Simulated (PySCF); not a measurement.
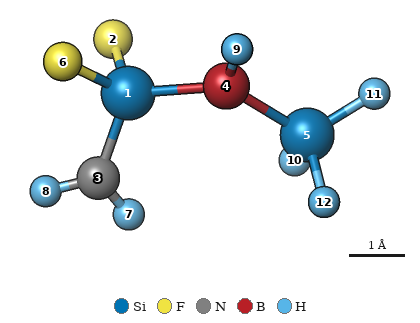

The input geometry (ball-and-stick view, seen at a tilt; atoms are numbered from 1 in the order of the input).

**Geometry relaxation, with input and output: BSi2NH6F2**

BSi2NH6F2, computed with PBE0-D3(BJ)/def2-SVP geometry optimisation, gas phase (PySCF 2.14.0).

**What the program printed**
```
step   0  E = -861.05445365  max force = 0.040609
step   1  E = -861.06384392  max force = 0.017475
step   2  E = -861.06470816  max force = 0.002640
step   3  E = -861.06490098  max force = 0.001781
step   4  E = -861.06495036  max force = 0.000858
step   5  E = -861.06499345  max force = 0.000722
step   6  E = -861.06503050  max force = 0.000785
step   7  E = -861.06505040  max force = 0.000561
step   8  E = -861.06506393  max force = 0.000379
optimisation converged
```

**Trajectory as extended XYZ (Å, eV, eV/Å), 9 frames, from step=0 to step=8**
```
12
Properties=species:S:1:pos:R:3:forces:R:3 step=0 energy=-23430.48512
Si   -1.0331    0.8896    0.1528   -2.0882   2.0605   0.7966
F    -2.3378    0.1827    0.8419    0.3857  -0.5881  -0.1753
N    -0.0001    1.5863    1.2927    1.3616  -1.0024   0.5245
B    -0.1765   -0.2617   -1.1434   -0.0614  -0.0850   0.4978
Si    1.0461   -1.6887   -0.6441    0.6678  -0.5936   0.7513
F    -1.8247    2.2267   -0.4076    0.5781  -0.5452  -0.2633
H     0.6909    1.0185    1.7996   -0.3448   0.3057  -0.3674
H    -0.2429    2.3908    1.8451   -0.2787   0.3978   0.0227
H    -0.4375   -0.1069   -2.2611   -0.2120   0.1794  -1.2766
H     0.9909   -2.1257    0.7808   -0.1329   0.1211   0.1965
H     0.9220   -2.9213   -1.4135   -0.1668  -0.5301  -0.5569
H     2.4411   -1.2179   -0.8261    0.2915   0.2799  -0.1497
12
Properties=species:S:1:pos:R:3:forces:R:3 step=1 energy=-23430.74065
Si   -1.1131    0.9742    0.1922    0.5992  -0.8986   0.0170
F    -2.2990    0.0705    0.8467   -0.1262   0.1825   0.0336
N     0.0788    1.4952    1.2891   -0.3387   0.5212   0.1228
B    -0.2414   -0.2210   -1.1363   -0.2264   0.1062  -0.0813
Si    1.0334   -1.6725   -0.6092    0.0985   0.0078   0.0359
F    -1.8283    2.2861   -0.3916   -0.2751   0.4114  -0.0159
H     0.7528    0.8672    1.7005    0.0807  -0.1825   0.0421
H    -0.0919    2.3045    1.8797    0.1198  -0.0281  -0.0128
H    -0.4845   -0.0733   -2.3068    0.0673  -0.0316  -0.1425
H     0.9392   -2.0487    0.8370    0.0226  -0.0213  -0.0003
H     0.8826   -2.9008   -1.4457    0.0113  -0.0405   0.0004
H     2.4103   -1.1092   -0.8388   -0.0329  -0.0264   0.0009
12
Properties=species:S:1:pos:R:3:forces:R:3 step=2 energy=-23430.76416
Si   -1.0978    0.9610    0.1964    0.0752  -0.0721  -0.0350
F    -2.3137    0.0999    0.8534    0.0064   0.0232   0.0180
N     0.0755    1.5154    1.3010   -0.1059  -0.1201  -0.0593
B    -0.2525   -0.2311   -1.1604   -0.0800   0.0521   0.0347
Si    1.0373   -1.6731   -0.6146    0.0420  -0.0281  -0.0293
F    -1.8190    2.2903   -0.3717   -0.0951   0.1358  -0.0476
H     0.7055    0.8338    1.7078    0.0766   0.0905   0.1219
H    -0.0715    2.3252    1.8954    0.0493  -0.0640  -0.0238
H    -0.4875   -0.0897   -2.3379    0.0337  -0.0110   0.0139
H     0.9571   -2.0353    0.8362    0.0007   0.0017   0.0014
H     0.8973   -2.9178   -1.4317    0.0022  -0.0100   0.0109
H     2.4081   -1.1065   -0.8571   -0.0053   0.0020  -0.0059
12
Properties=species:S:1:pos:R:3:forces:R:3 step=3 energy=-23430.76941
Si   -1.0979    0.9581    0.1977    0.0137   0.0338  -0.0034
F    -2.3313    0.1184    0.8494    0.0251  -0.0068   0.0070
N     0.0660    1.5075    1.3160    0.0228  -0.0916   0.0520
B    -0.2579   -0.2396   -1.1577   -0.0210   0.0177   0.0163
Si    1.0396   -1.6859   -0.6261   -0.0051  -0.0030   0.0016
F    -1.8102    2.2995   -0.3711    0.0416  -0.0271   0.0177
H     0.7244    0.8752    1.7600   -0.0627  -0.0002  -0.0771
H    -0.0863    2.3343    1.8823   -0.0245   0.0618  -0.0282
H    -0.4850   -0.0959   -2.3368    0.0143  -0.0034   0.0233
H     0.9740   -2.0515    0.8247    0.0003   0.0016  -0.0022
H     0.8969   -2.9315   -1.4421   -0.0068   0.0072   0.0048
H     2.4065   -1.1164   -0.8795    0.0023   0.0098  -0.0119
12
Properties=species:S:1:pos:R:3:forces:R:3 step=4 energy=-23430.77075
Si   -1.0986    0.9605    0.1976   -0.0106   0.0097  -0.0082
F    -2.3340    0.1252    0.8504    0.0067  -0.0027   0.0021
N     0.0656    1.5020    1.3161   -0.0011  -0.0191   0.0441
B    -0.2607   -0.2407   -1.1526   -0.0114   0.0059   0.0005
Si    1.0399   -1.6845   -0.6253   -0.0003   0.0069   0.0055
F    -1.8008    2.3053   -0.3731    0.0210  -0.0131   0.0091
H     0.7132    0.8594    1.7577   -0.0085  -0.0091  -0.0171
H    -0.0794    2.3336    1.8783    0.0014   0.0207  -0.0276
H    -0.4870   -0.0982   -2.3310    0.0091  -0.0029  -0.0018
H     0.9836   -2.0472    0.8266    0.0035  -0.0003  -0.0001
H     0.8931   -2.9312   -1.4382   -0.0064   0.0009   0.0019
H     2.4039   -1.1119   -0.8898   -0.0033   0.0032  -0.0083
12
Properties=species:S:1:pos:R:3:forces:R:3 step=5 energy=-23430.77193
Si   -1.0985    0.9618    0.1980   -0.0371   0.0004  -0.0089
F    -2.3435    0.1396    0.8486   -0.0029  -0.0034  -0.0034
N     0.0669    1.4869    1.3206   -0.0068   0.0226   0.0272
B    -0.2693   -0.2433   -1.1505    0.0042  -0.0041  -0.0084
Si    1.0376   -1.6806   -0.6243    0.0023   0.0094  -0.0001
F    -1.7796    2.3169   -0.3723    0.0048   0.0012   0.0017
H     0.7009    0.8339    1.7648    0.0209  -0.0084   0.0227
H    -0.0619    2.3300    1.8698    0.0190  -0.0074  -0.0171
H    -0.4930   -0.1037   -2.3293    0.0003  -0.0013  -0.0117
H     1.0008   -2.0324    0.8307    0.0043   0.0008   0.0007
H     0.8832   -2.9331   -1.4263   -0.0049  -0.0060   0.0007
H     2.3952   -1.1039   -0.9130   -0.0041  -0.0038  -0.0034
12
Properties=species:S:1:pos:R:3:forces:R:3 step=6 energy=-23430.77293
Si   -1.0980    0.9647    0.2001   -0.0401  -0.0033   0.0006
F    -2.3594    0.1627    0.8439   -0.0068  -0.0047  -0.0089
N     0.0693    1.4655    1.3313   -0.0080   0.0376  -0.0008
B    -0.2817   -0.2467   -1.1488    0.0163  -0.0095  -0.0121
Si    1.0333   -1.6768   -0.6267    0.0031   0.0104  -0.0049
F    -1.7468    2.3357   -0.3686   -0.0059   0.0065  -0.0033
H     0.6854    0.8022    1.7841    0.0301  -0.0037   0.0403
H    -0.0334    2.3256    1.8591    0.0246  -0.0217  -0.0007
H    -0.5041   -0.1110   -2.3281   -0.0102   0.0028  -0.0131
H     1.0288   -2.0098    0.8332    0.0034   0.0022   0.0018
H     0.8633   -2.9398   -1.4087   -0.0043  -0.0068   0.0005
H     2.3821   -1.1000   -0.9542   -0.0022  -0.0098   0.0006
12
Properties=species:S:1:pos:R:3:forces:R:3 step=7 energy=-23430.77348
Si   -1.0965    0.9669    0.2033   -0.0188  -0.0035   0.0076
F    -2.3695    0.1772    0.8389   -0.0044  -0.0043  -0.0075
N     0.0726    1.4497    1.3415   -0.0073   0.0232  -0.0172
B    -0.2900   -0.2466   -1.1500    0.0147  -0.0074  -0.0083
Si    1.0290   -1.6736   -0.6311    0.0053   0.0072  -0.0069
F    -1.7235    2.3492   -0.3618   -0.0103   0.0077  -0.0040
H     0.6776    0.7813    1.8020    0.0185   0.0007   0.0289
H    -0.0097    2.3206    1.8544    0.0165  -0.0167   0.0084
H    -0.5155   -0.1132   -2.3293   -0.0123   0.0052  -0.0045
H     1.0494   -1.9891    0.8326    0.0014   0.0033   0.0014
H     0.8420   -2.9459   -1.3943   -0.0040  -0.0046   0.0007
H     2.3729   -1.1043   -0.9895    0.0007  -0.0109   0.0014
12
Properties=species:S:1:pos:R:3:forces:R:3 step=8 energy=-23430.77384
Si   -1.0942    0.9688    0.2073    0.0080  -0.0029   0.0095
F    -2.3728    0.1821    0.8354    0.0001  -0.0032  -0.0018
N     0.0757    1.4417    1.3502   -0.0039   0.0000  -0.0195
B    -0.2931   -0.2431   -1.1520    0.0045  -0.0028  -0.0019
Si    1.0264   -1.6718   -0.6379    0.0065   0.0041  -0.0036
F    -1.7125    2.3569   -0.3534   -0.0062   0.0046  -0.0011
H     0.6758    0.7718    1.8160   -0.0007   0.0032   0.0040
H     0.0051    2.3172    1.8564    0.0021  -0.0030   0.0098
H    -0.5257   -0.1100   -2.3303   -0.0076   0.0060   0.0041
H     1.0637   -1.9735    0.8285   -0.0001   0.0030   0.0005
H     0.8202   -2.9508   -1.3852   -0.0046  -0.0006   0.0005
H     2.3700   -1.1170   -1.0184    0.0019  -0.0084  -0.0007
```

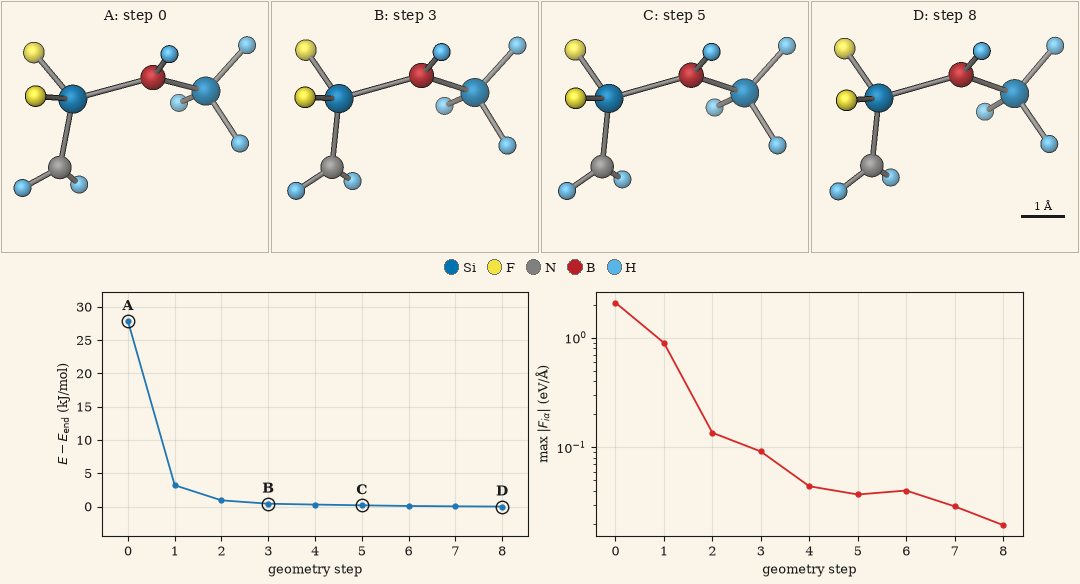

Frames of the relaxation (ball-and-stick view, seen at a tilt) above the curves, on which the letters mark them (steps are counted from 0).

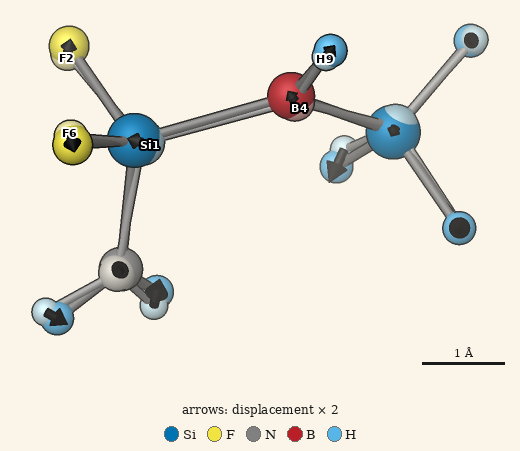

Start (faint) and end (solid) with the displacements as black arrows, magnified 2 times (ball-and-stick view, seen at a tilt). The two geometries are laid on each other by the best rigid fit. The largest moves after the best rigid fit, 0.23 Å, are those of H7 and H10. Largest moves by element: H 0.23 Å, N 0.13 Å, F 0.12 Å, Si 0.10 Å, B 0.08 Å. Among the contacts that change: B4–Si5 1.944 → 2.012 Å, Si1–B4 1.934 → 1.989 Å, B4–H9 1.158 → 1.208 Å, Si5–H11 1.458 → 1.496 Å. Among the angles that change: F2–Si1–F6 96.3° → 104.4°, F2–Si1–B4 112.2° → 106.6°, N3–Si1–B4 115.3° → 110.6°. The energy falls by 27.9 kJ/mol in 8 geometry steps. Largest force component: 2.1 eV/Å at the start, 0.019 eV/Å at the end. (Atoms are counted from 1 in the order of the input.)

The run was set up as follows.

**The input**
```
{"job": {"xc": "PBE0", "basis": "def2-SVP", "d3": "d3bj", "grid": 2, "kind": "geom", "shake": 0.01}, "charge": 0, "multiplicity": 1}
Si    -1.033065     0.889573     0.152764
F     -2.337817     0.182649     0.841876
N     -0.000106     1.586299     1.292664
B     -0.176492    -0.261721    -1.143368
Si     1.046131    -1.688686    -0.644099
F     -1.824675     2.226739    -0.407632
H      0.690861     1.018491     1.799626
H     -0.242929     2.390803     1.845111
H     -0.437477    -0.106890    -2.261080
H      0.990912    -2.125682     0.780745
H      0.922034    -2.921284    -1.413468
H      2.441113    -1.217877    -0.826140
```

The first line tells a small driver script what to run in PySCF; the rest is the geometry in Å.

Launched with:
```bash
OMP_NUM_THREADS=1 python <driver script> task.json out
```

**Summary**

- outcome: converged
- total energy: −861.065064 hartree
- dipole moment: 2.32 D
- point group: C1
- hardware: 1 CPU thread, shared host
- wall time: 75 s
- peak memory: 0.66 GiB
